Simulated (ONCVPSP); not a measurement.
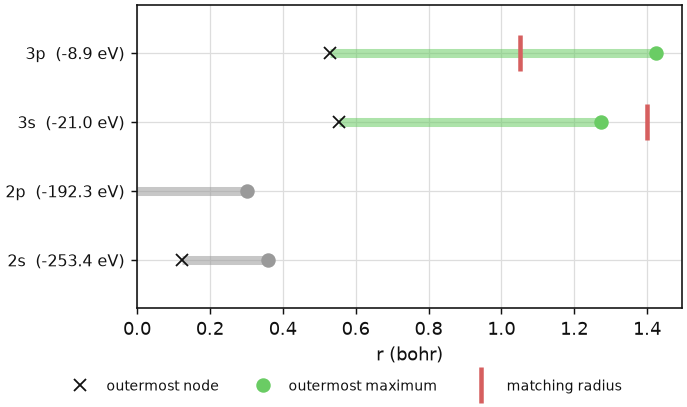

Outer shells of the all-electron reference atom: each bar runs from the outermost node (or the nucleus) to the outermost maximum of u(r); the tick is the radius chosen for the pseudo-wave. Shells without a tick have no pseudo-wave of their own. Levels, nodes and maxima are from ld1.x, scalar-relativistic.

- Radii against the shells: 3s: 1.40 bohr, outside the maximum; 3p: 1.05 bohr, between node and maximum.

## Run report: Cl, pseudopotential generation

- system: chlorine (Cl, Z = 17), core [Ne], reference valence 3s1.5 3p5.5, valence charge 7.
- method: ONCV potential, PBE, scalar-relativistic, made with ONCVPSP 4.0.1

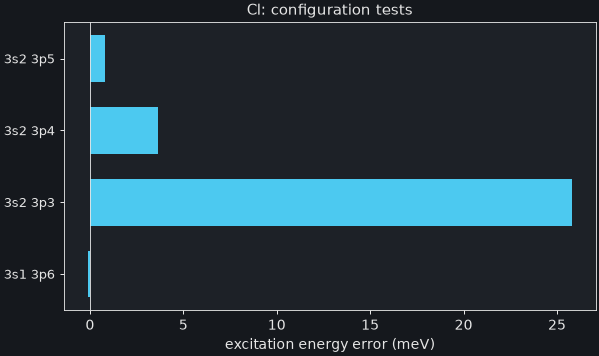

Errors, all-electron minus pseudo, of the energies of valence configurations relative to the unpolarised reference 3s1.5 3p5.5.

- Worst configuration: 3s2 3p3 (charge +2): the error is +26 meV on an all-electron energy of +33.26 eV relative to the reference, or 0.078 %.
- Configurations within 10 meV and within 50 meV: 3 and 4 of 4.
- Errors in meV: 3s2 3p5: +0.8; 3s2 3p4: +3.6; 3s2 3p3: +26; 3s1 3p6: -0.1.

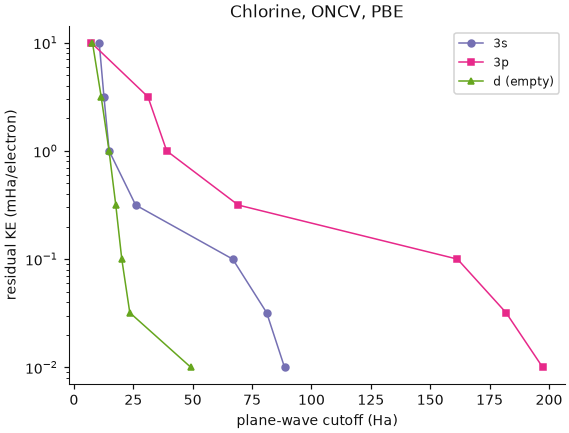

Residual kinetic energy of the pseudo-waves (the first of each channel, and further valence shells) beyond the plane-wave cutoff, as the generator prints it.

- Hardest wave at 1 mHa per electron: 3p, with rc = 1.05 bohr and qcut = 9.3 1/bohr. The optimisation minimises, but can't always remove, the kinetic energy above qcut²/2 = 43.2 Ha, and a larger rc would as a rule soften the wave at some cost in transferability.
- Cutoffs for 1 mHa per electron: 3p: 39 Ha; 3s: 15 Ha; d (empty): 15 Ha.
- Cutoffs for the occupied states: 39 Ha for 1 mHa and 161 Ha for 0.1 mHa per electron. The first is set by 3p.

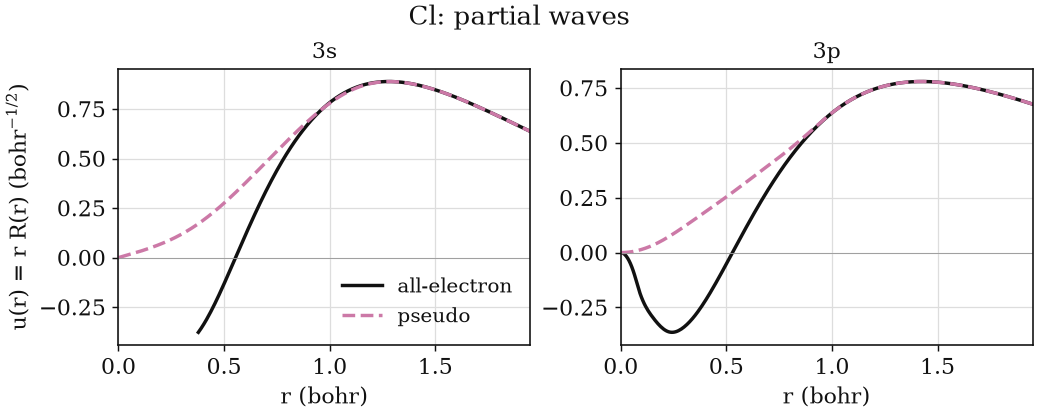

Pseudo-waves (dashed) against the all-electron radial functions (solid). The innermost oscillations of some all-electron curves aren't drawn. Reference configuration 3s1.5 3p5.5.

- Matching radii: 3s at 1.40 bohr; 3p at 1.05 bohr. The curves merge smoothly, so the plot gives these only roughly.
- Nodes of the pseudo-waves: 3s has no node; 3p has no node.
- Cutoffs needed: 39 Ha (loose) and 161 Ha (tight), as the cutoffs at which the residual kinetic energy of the hardest occupied pseudo-wave falls to 1 and 0.1 mHa per electron.

Input and output of the run follow.

The input:
```
# ATOM AND REFERENCE CONFIGURATION
# atsym  z   nc   nv     iexc    psfile
  Cl 17.00    3    2        4      upf
#
#   n    l    f
    1    0    2.00
    2    0    2.00
    2    1    6.00
    3    0    1.50
    3    1    5.50
#
# PSEUDOPOTENTIAL AND OPTIMIZATION
# lmax
    2
#
#   l,   rc,      ep,       ncon, nbas, qcut
    0    1.40    0.00    4    8    5.50
    1    1.05    0.00    4    8    9.30
    2    1.50    0.12    3    6    6.70
#
# LOCAL POTENTIAL
# lloc, lpopt,  rc(5),   dvloc0
    4    5    0.85    3.00
#
# VANDERBILT-KLEINMAN-BYLANDER PROJECTORs
# l, nproj, debl
    0    2    2.00
    1    1    0.70
    2    2    3.30
#
# MODEL CORE CHARGE
# icmod, fcfact, rcfact
    2    0.60    0.95
#
# LOG DERIVATIVE ANALYSIS
# epsh1, epsh2, depsh
   -2.00    5.00    0.02
#
# OUTPUT GRID
# rlmax, drl
    6.00    0.01
#
# TEST CONFIGURATIONS
# ncnf
    4
# nvcnf
#   n    l    f
    2
    3    0    2.00
    3    1    5.00
#
    2
    3    0    2.00
    3    1    4.00
#
    2
    3    0    2.00
    3    1    3.00
#
    2
    3    0    1.00
    3    1    6.00
#
```

Launched with:
```bash
oncvpsp.x < Cl.dat > Cl.out
```

The program's output (extracts):
```
ONCVPSP  (Optimized Norm-Conservinng Vanderbilt PSeudopotential)
scalar-relativistic version 4.0.1

#   n    l    f        energy (Ha)
    1    0    2.00    -1.0113440E+02
    2    0    2.00    -9.3118291E+00
    2    1    6.00    -7.0673283E+00
    3    0    1.50    -7.7266136E-01
    3    1    5.50    -3.2601107E-01

Reference configufation results
  iterations    23
  all-electron total energy (Ha)   -4.61210504D+02

Begin loop to  construct optimized pseudo wave functions
and semi-local pseudopoentials for all angular momenta

   Wellstate for l =  0  n =  5
     eigenvalue =   1.2273
     asymptotic potential =   1.7273
     half-point radius =  4.5475

Calculating optimized projector #   1

 for l=   0

    Fraction of norm inside rc  0.463430
    Optimizing pswf for qcut=   5.49 a_B^-1,  ecut=  15.06 Ha
    Residual kinetic energy error=  8.94D-04 Ha

    Energy error per electron        Cutoff
         Ha          eV             Ha
         0.01000     0.27211       10.64
         0.00100     0.02721       14.84
         0.00010     0.00272       66.85
         0.00001     0.00027       88.68

Calculating optimized projector #   2

 for l=   0

    Fraction of norm inside rc  0.071907
    Optimizing pswf for qcut=   5.49 a_B^-1,  ecut=  15.06 Ha
    Residual kinetic energy error=  6.34D-04 Ha

    Energy error per electron        Cutoff
         Ha          eV             Ha
         0.01000     0.27211        9.85
         0.00100     0.02721       14.20
         0.00010     0.00272       27.61
         0.00001     0.00027       79.98

Calculating optimized projector #   1

 for l=   1

    Fraction of norm inside rc  0.133732
    Optimizing pswf for qcut=   9.30 a_B^-1,  ecut=  43.25 Ha
    Residual kinetic energy error=  5.79D-04 Ha

    Energy error per electron        Cutoff
         Ha          eV             Ha
         0.01000     0.27211        7.30
         0.00100     0.02721       39.07
         0.00010     0.00272      161.48
         0.00001     0.00027      197.35

   Wellstate for l =  2  n =  3
     eigenvalue =   0.1200
     asymptotic potential =   0.6200
     half-point radius = 12.8789

   Wellstate for l =  2  n =  5
     eigenvalue =   3.4200
     asymptotic potential =   3.9200
     half-point radius =  3.0969

Calculating optimized projector #   1

 for l=   2

    Fraction of norm inside rc  0.029640
    Optimizing pswf for qcut=   6.69 a_B^-1,  ecut=  22.38 Ha
    Residual kinetic energy error=  3.89D-05 Ha

    Energy error per electron        Cutoff
         Ha          eV             Ha
         0.01000     0.27211        7.80
         0.00100     0.02721       14.79
         0.00010     0.00272       20.15
         0.00001     0.00027       49.23

Calculating optimized projector #   2

 for l=   2

    Fraction of norm inside rc  0.133046
    Optimizing pswf for qcut=   6.69 a_B^-1,  ecut=  22.38 Ha
    Residual kinetic energy error=  1.19D-02 Ha

    Energy error per electron        Cutoff
         Ha          eV             Ha
         0.01000     0.27211       22.89
         0.00100     0.02721       48.51
         0.00010     0.00272       80.28
         0.00001     0.00027      119.74

Construct Vanderbilt / Kleinmman-Bylander projectors

B matrix Hermiticity error, ll=   0
   1   2   -1.1126E-04

  Orthonormal projector coefficients  1.1342E+01  1.1617E+00

B matrix Hermiticity error, ll=   2
   1   2   -3.7780E-05

  Orthonormal projector coefficients -4.5197E+00 -2.7209E+00

Model core correction analysis
  based on d2Exc/dn_idn_j

d2excae - all-electron derivatives

   -3.579917D-02   -2.956423D-02
   -2.956502D-02   -2.716986D-02

d2excps - pseudofunction derivatives with no core correction

   -3.770053D-02   -3.096364D-02
   -3.096488D-02   -2.814746D-02

rms 2nd derivative error    1.456780E-03

amplitude prefactor, scale prefactor
   18.4019    1.0915

d2excps - pseudofunction derivatives with core correction

   -3.663238D-02   -3.020798D-02
   -3.020892D-02   -2.756035D-02

rms 2nd derivative error    6.472502E-04

Pseudoatom total energy  -14.762823

Diagnostic tests using Vanderbilt-Kleinman-Bylander pseudopotentials
  1 or more projectors used as specified by nproj input data

   l    rcore       rmatch      e in        delta e   norm test  slope test

   0   1.4043791   1.4470191  -0.7726614  -0.0000082   1.0000478   1.0000750
   0   1.4043791   1.4470191   1.2273386   0.0000002   1.0002225   1.0002225

   1   1.0538560   1.0858534  -0.3260111   0.0000152   1.0000250   1.0000114

   2   1.5088989   1.5547123   0.1200000  -0.0001394   1.0000153   1.0000153
   2   1.5088989   1.5547123   3.4200000  -0.0000751   1.0003028   1.0003028

 Testing for bound ghosts
   n   l    E NL Schr. Eq   E Basis Diag.   E Cutoff

   1   0       -0.772670       -0.768701    132.37

   2   1       -0.325996       -0.227488    197.68

 Testing for highly-localized positive-energy ghosts
       l    <radius>/rc     E Basis Diag.   E Cutoff

       0        0.504073        5.332130    132.37  WARNING - GHOST(+)

Test configuration 0

   n   l     f        eae           eps        diff
   1   0  2.0000 -101.13439583
   2   0  2.0000   -9.31182911
   2   1  6.0000   -7.06732831
   3   0  1.5000   -0.77266136   -0.77266959   -8.23D-06
   3   1  5.5000   -0.32601107   -0.32599589    1.52D-05

    Total energies and differences
      AE_ref= -4.61210504D+02  AE_tst= -4.61210504D+02  dif=  0.00D+00
      PS_ref= -1.47628227D+01  PS_tst= -1.47628227D+01  dif= -3.55D-15
      PSP excitation error=  3.55D-15

Test configuration 1

   n   l     f        eae           eps        diff
   1   0  2.0000 -101.10868280
   2   0  2.0000   -9.28644538
   2   1  6.0000   -7.04225176
   3   0  2.0000   -0.76041725   -0.76052383   -1.07D-04
   3   1  5.0000   -0.31586689   -0.31590509   -3.82D-05

    Total energies and differences
      AE_ref= -4.61210504D+02  AE_tst= -4.61433302D+02  dif= -2.23D-01
      PS_ref= -1.47628227D+01  PS_tst= -1.49856503D+01  dif= -2.23D-01
      PSP excitation error=  2.88D-05

Test configuration 2

   n   l     f        eae           eps        diff
   1   0  2.0000 -101.58997250
   2   0  2.0000   -9.75782389
   2   1  6.0000   -7.51474620
   3   0  2.0000   -1.17943899   -1.17894872    4.90D-04
   3   1  4.0000   -0.71388463   -0.71346421    4.20D-04

    Total energies and differences
      AE_ref= -4.61210504D+02  AE_tst= -4.60923400D+02  dif=  2.87D-01
      PS_ref= -1.47628227D+01  PS_tst= -1.44758516D+01  dif=  2.87D-01
      PSP excitation error=  1.33D-04

Test configuration 3

   n   l     f        eae           eps        diff
   1   0  2.0000 -102.16287788
   2   0  2.0000  -10.31132582
   2   1  6.0000   -8.07035097
   3   0  2.0000   -1.65066312   -1.64888647    1.78D-03
   3   1  3.0000   -1.16439521   -1.16294176    1.45D-03

    Total energies and differences
      AE_ref= -4.61210504D+02  AE_tst= -4.59988241D+02  dif=  1.22D+00
      PS_ref= -1.47628227D+01  PS_tst= -1.35415076D+01  dif=  1.22D+00
      PSP excitation error=  9.48D-04

Test configuration 4

   n   l     f        eae           eps        diff
   1   0  2.0000 -101.15939060
   2   0  2.0000   -9.33659213
   2   1  6.0000   -7.09176892
   3   0  1.0000   -0.78450552   -0.78440128    1.04D-04
   3   1  6.0000   -0.33585091   -0.33577457    7.63D-05

    Total energies and differences
      AE_ref= -4.61210504D+02  AE_tst= -4.60986679D+02  dif=  2.24D-01
      PS_ref= -1.47628227D+01  PS_tst= -1.45389935D+01  dif=  2.24D-01
      PSP excitation error= -4.34D-06
```

Key numbers:

- outcome: generated
- cutoffs needed: 39 Ha and 161 Ha (the cutoffs at which the residual kinetic energy of the hardest occupied pseudo-wave falls to 1 and 0.1 mHa per electron)
- ghost test: no bound ghost flagged; GHOST(+) flagged for s at 145.1 eV
- largest excitation error: +26 meV (all-electron minus pseudo) for 3s2 3p3, out of 4 test configurations
- rms error of d²Exc/dni dnj: 1.46 mHa without and 0.65 mHa with the model core
- range over which the phases arctan(r R′/R) at the test radius agree within 0.05 rad (a looser test near the poles than one of phase shifts): s: up to about 4.5 Ha; p: up to about 1.2 Ha; d: over the whole range computed; f: not judged, local potential alone
- hardware: 1 CPU thread, shared host
- wall time: 2 s
